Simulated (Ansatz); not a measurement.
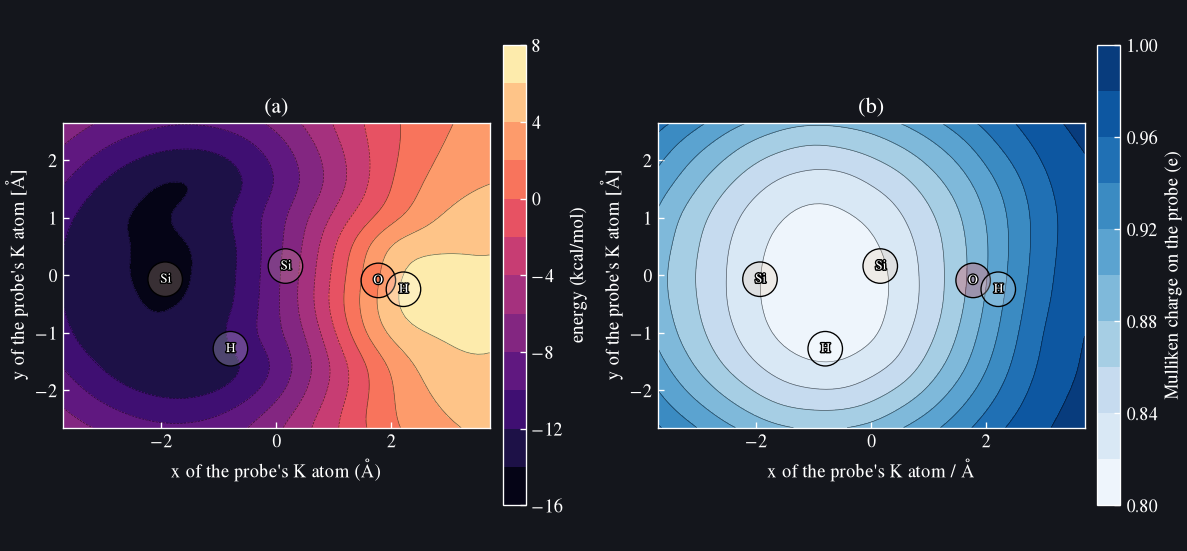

H₂OSi₂ (SMILES O[Si]#[SiH]) with the probe K+. The probe is moved over a plane parallel to the molecule's main plane, 3.54 Å above it. The first coordinate is: x of the probe's K atom; the second: y of the probe's K atom. Nothing is relaxed (molecule and probe rigid). The grid has 15 × 11 points. All energies are given in kcal/mol relative to molecule and probe far apart, each relaxed in its own basis (no counterpoise correction). Level of theory: RKS PBE0-D4/def2-TZVP in Ansatz.

Panel (a) is the energy; panel (b) is the computed Mulliken charge on the probe, in e.

In the figure: filled contours, labelled circles for the molecule's atoms, projected on the plane. Between grid points the surface is interpolated.

How does the Mulliken charge on the probe vary over the map, and what is it at the lowest grid point?

Leaving out the highest fifth of the energies, it runs from 0.80 e at x of the probe's K atom = −1.06 Å, y of the probe's K atom = −0.53 Å [nearest 1 Si at 3.67 Å and 1 H at 3.67 Å] to 0.98 e at x of the probe's K atom = 3.71 Å, y of the probe's K atom = 2.65 Å. At the lowest grid point, x of the probe's K atom = −2.12 Å, y of the probe's K atom = 0.00 Å [nearest 1 Si at 3.55 Å], it is 0.83 e.

```
y of the probe's K atom ↓, x of the probe's K atom →  −3.71  −3.18  −2.65  −2.12  −1.59  −1.06  −0.53  0.00  0.53  1.06  1.59  2.12  2.65  3.18  3.71
                                                2.65   0.95   0.93   0.91   0.90   0.89   0.88   0.88  0.89  0.90  0.92  0.93  0.95  0.96  0.98  0.98
                                                2.12   0.93   0.91   0.89   0.87   0.86   0.85   0.85  0.86  0.88  0.89  0.91  0.93  0.95  0.97  0.98
                                                1.59   0.91   0.89   0.87   0.85   0.84   0.83   0.83  0.84  0.85  0.87  0.89  0.92  0.94  0.96  0.98
                                                1.06   0.90   0.88   0.85   0.84   0.82   0.82   0.82  0.83  0.84  0.86  0.88  0.91  0.94  0.96  0.97
                                                0.53   0.89   0.87   0.85   0.83   0.81   0.81   0.81  0.82  0.83  0.85  0.88  0.91  0.93  0.96  0.97
                                                0.00   0.89   0.86   0.84   0.83   0.81   0.80   0.80  0.81  0.83  0.85  0.88  0.91  0.94  0.96  0.98
                                               −0.53   0.89   0.87   0.85   0.83   0.81   0.80   0.80  0.81  0.83  0.85  0.88  0.91  0.94  0.96  0.98
                                               −1.06   0.90   0.87   0.85   0.83   0.82   0.81   0.81  0.82  0.83  0.86  0.89  0.92  0.94  0.97  0.98
                                               −1.59   0.91   0.89   0.86   0.85   0.83   0.82   0.82  0.83  0.85  0.87  0.90  0.93  0.95  0.97  0.98
                                               −2.12   0.92   0.90   0.88   0.87   0.85   0.85   0.85  0.86  0.87  0.89  0.91  0.94  0.96  0.97  0.98
                                               −2.65   0.94   0.93   0.91   0.89   0.88   0.88   0.88  0.89  0.90  0.92  0.93  0.95  0.97  0.98  0.99
```
